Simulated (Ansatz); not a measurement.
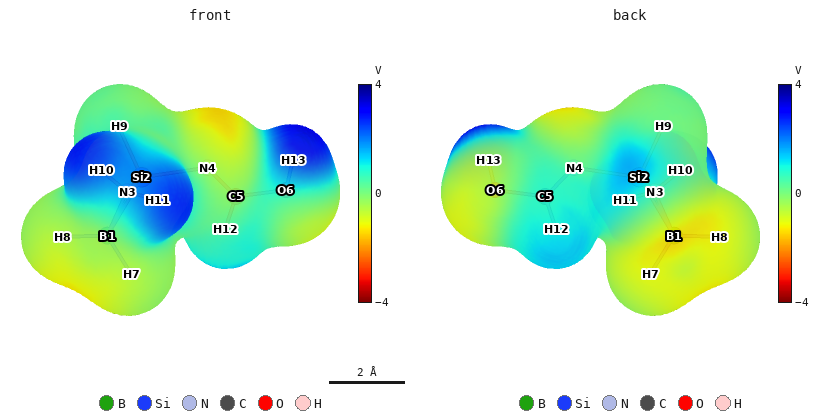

The picture shows: CH₇BN₂OSi. The electrostatic potential painted on the density surface at 0.004 e/bohr³, seen from the front and from behind; red is negative and blue positive.

Level of theory: Ansatz, RKS PBE/6-31G*.

Input

```
crystal:
  periodic: [false, false, false]
  atoms:
    - { symbol: B, position_ang: [-0.8399, -1.851, -0.208] }
    - { symbol: Si, position_ang: [0.2431, -0.6043, 0.7952] }
    - { symbol: "N", position_ang: [1.8879, -0.6646, 0.1508] }
    - { symbol: "N", position_ang: [-0.3058, 1.0857, 0.6704] }
    - { symbol: C, position_ang: [-0.4751, 1.6883, -0.4762] }
    - { symbol: O, position_ang: [-0.9692, 3.0112, -0.5036] }
    - { symbol: H, position_ang: [-0.9972, -1.6444, -1.3781] }
    - { symbol: H, position_ang: [-1.4068, -2.6759, 0.3189] }
    - { symbol: H, position_ang: [0.2485, -0.9993, 2.2486] }
    - { symbol: H, position_ang: [2.54322, -0.82449, 0.96755] }
    - { symbol: H, position_ang: [2.10721, 0.22632, -0.26952] }
    - { symbol: H, position_ang: [-0.1601, 1.2229, -1.3659] }
    - { symbol: H, position_ang: [-1.3056, 3.5008, 0.3275] }
basis:
  gaussian: { orbitals: "6-31G*" }
hamiltonian:
  xc: pbe
relax:
  f_tol: 0.015
  max_steps: 40
output:
  orbitals: {}
```

Launched as:

```sh
ansatz run input.yaml --threads 2 --pin off --max-ram 3072MiB --backend cpu --events-out ev --progress --plain --runs-dir out
```

The fields are those of the relaxed geometry.

Where is the surface potential most negative and most positive?

The most negative region (about −1.4 V) lies over N4, the most positive (about +3.2 V) over H13. N4 is the likeliest acceptor of a hydrogen bond.
